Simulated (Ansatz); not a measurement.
Given this structure, the input geometry of an electronic-structure calculation (not necessarily at equilibrium), written in its standard cell:

```
Na
1.0
     4.23000    0.00000    0.00000
     0.00000    4.23000    0.00000
     0.00000    0.00000    4.23000
Na
2
Direct
  0.00000 0.00000 0.00000
  0.50000 0.50000 0.50000
```

### What does the kinematic electron diffraction pattern along [001] look like at 200 kV (B = 1 Å²)?

The spots form a square net with both shortest vectors at d = 2.99 Å, 90.0° apart. They are 1 -1 0 and 1 1 0. The pattern has symmetry 4mm. The lattice centring (I) removes all reflections that break h + k + l = 2n.

Strongest reflections with d > 0.92 Å, one of each family (|F|² from tabulated Gaussian fits of the electron scattering factors, times a small damping for the curvature of the Ewald sphere):

```csv
hkl,d (Å),I (strongest = 100)
1 1 0,2.991,100
2 0 0,2.115,49
2 2 0,1.496,23
3 1 0,1.338,18
4 0 0,1.058,9
3 3 0,0.997,7
```

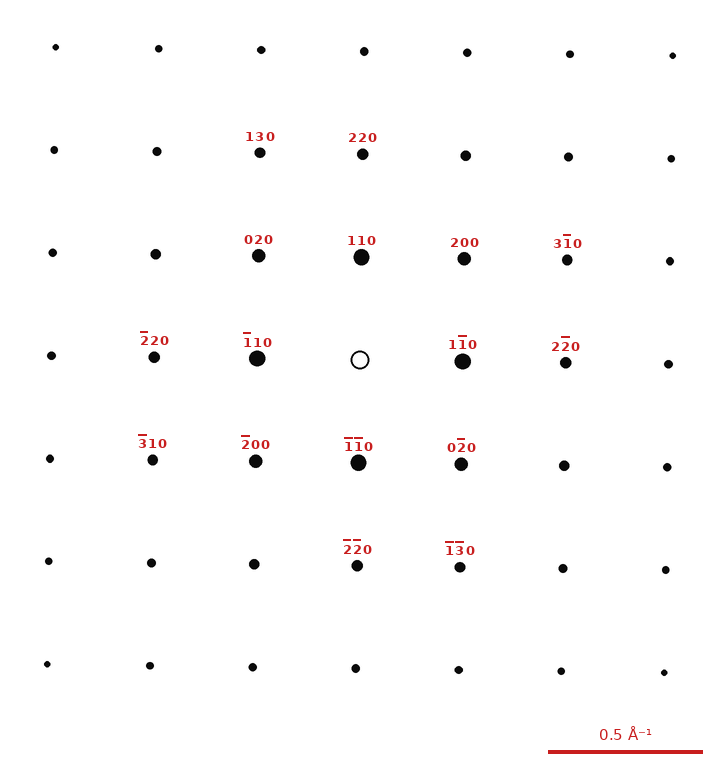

Calculated pattern, seen from the source side with [001] pointing towards the source.
